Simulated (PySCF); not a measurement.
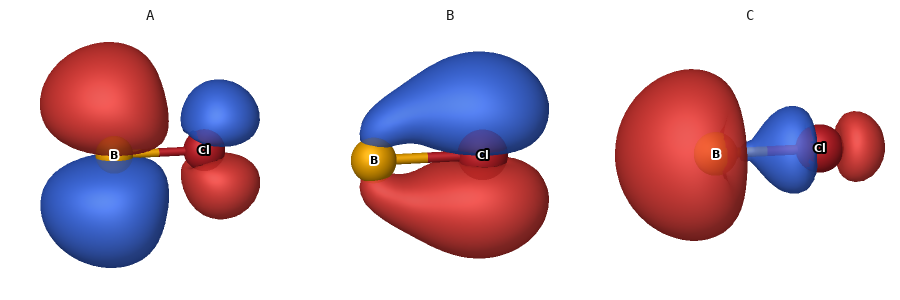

The picture shows: BCl. Three frontier orbitals, each drawn at the value that holds 80 % of its norm (red and blue are the two phases), in no order; of a degenerate pair one member is drawn.

Theory: PySCF, PBE0/def2-SVP, non-relativistic Hamiltonian with scalar-relativistic core potentials where named, at a bond length of 1.721 Å.

Name the orbitals and rank them from lowest to highest energy.

Answer. Orbital B: π, occupied, −11.02 eV; mainly on Cl (85 %).
Orbital C: σ, occupied, −7.34 eV; mainly on B (85 %).
Orbital A: π, empty, −1.77 eV; mainly on B (80 %).
